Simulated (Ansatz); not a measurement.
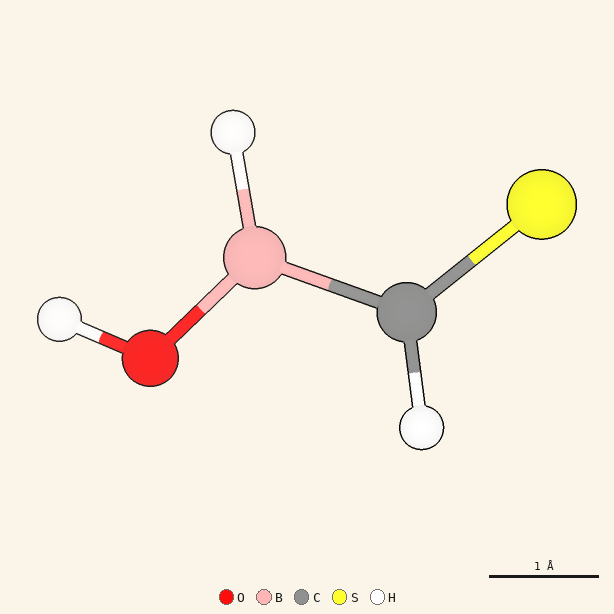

Rendered structure (ball-and-stick style).

> What is the molecular formula?

CH3BOS, 7 atoms: 1 carbon, 3 hydrogen, 1 boron, 1 oxygen and 1 sulfur.

> How many atoms are distinct by symmetry?

7: 1 O, 1 B, 1 C, 1 S, 1 H, 1 H, 1 H.

> What is the point group of this geometry?

Cs.

> Does it have rings?

It has no ring.

> Name functional groups in it.

Among them: B–H bond.

More results for the same structure follow; atom numbers are the same in all pictures, views and colours differ. Computed geometry: PBE0-D4/def2-TZVP optimisation.

## Shape

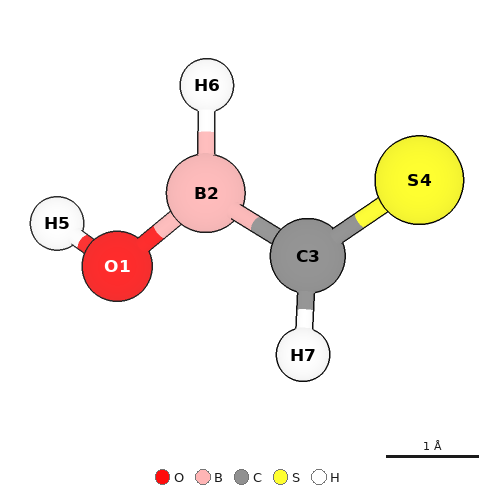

> What is the geometry at B2?

B2 has 3 neighbours (O1 at 1.35, C3 at 1.57, H6 at 1.20 Å); the arrangement is trigonal planar.

> How are the neighbours of atom 1 arranged?

O1 has 2 neighbours (B2 at 1.35, H5 at 0.96 Å); the arrangement is bent.

> What is the geometry at C3?

C3 has 3 neighbours (B2 at 1.57, S4 at 1.61, H7 at 1.09 Å); the arrangement is trigonal planar.

> What is the dihedral angle O1–B2–C3–S4?

180° in size, that is anti.

## Levels of theory compared

Program: Ansatz 0.2.0.

Compare dipole (D), HOMO–LUMO gap (eV) at these levels: B3LYP-D4/def2-TZVPP; PBE-D4/def2-TZVPP; r2SCAN-D4/def2-TZVPP; ωB97M-V/def2-TZVPP.

| level | dipole (D) | HOMO–LUMO gap (eV) |
| --- | --- | --- |
| B3LYP-D4/def2-TZVPP | 2.50 | 2.99 |
| PBE-D4/def2-TZVPP | 2.53 | 1.24 |
| r2SCAN-D4/def2-TZVPP | 2.62 | 1.52 |
| ωB97M-V/def2-TZVPP | 2.49 | 7.80 |

## Vibrations

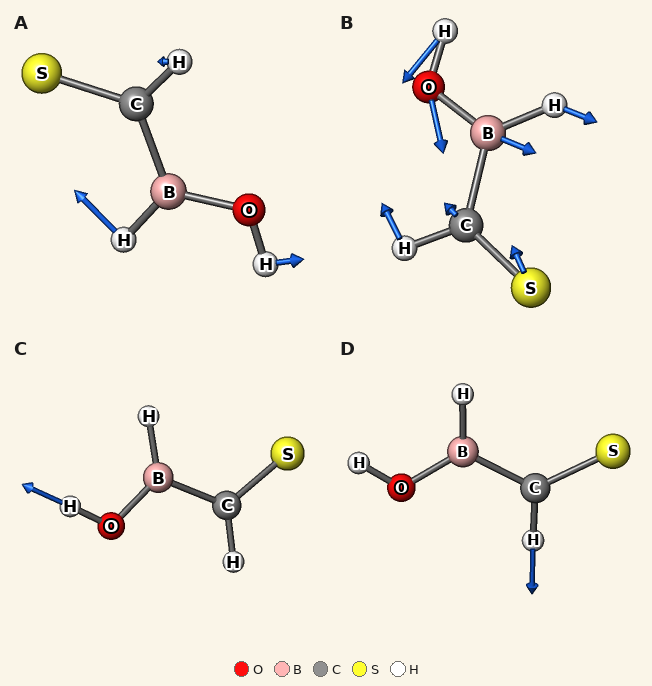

4 normal modes of one molecule or complex, as arrows. Harmonic vibrations computed with RKS PBE0-D4/def2-TZVP (Ansatz 0.2.0) at a stationary point of the same level.

> Match the panels to the wavenumbers 400 cm⁻¹, 1023 cm⁻¹, 3079 cm⁻¹, 3880 cm⁻¹.

A: 1023 cm⁻¹, angle bending
B: 400 cm⁻¹
C: 3880 cm⁻¹, O–H stretching
D: 3079 cm⁻¹, C–H stretching

## Charges

The questions are on Mulliken charges. Method: RKS r2SCAN-D4/def2-TZVPP (Ansatz 0.2.0).

> Which atom carries the highest charge (most positive or least negative)?

H5 (0.22 e).

> And the lowest?

O1 (−0.28 e).

List the Mulliken charges.

| atom | value (e) |
| --- | --- |
| O1 | −0.28 |
| B2 | 0.20 |
| C3 | −0.09 |
| S4 | −0.13 |
| H5 | 0.22 |
| H6 | −0.02 |
| H7 | 0.10 |

Mulliken values depend strongly on the basis set and can even reverse the polarity of a bond.
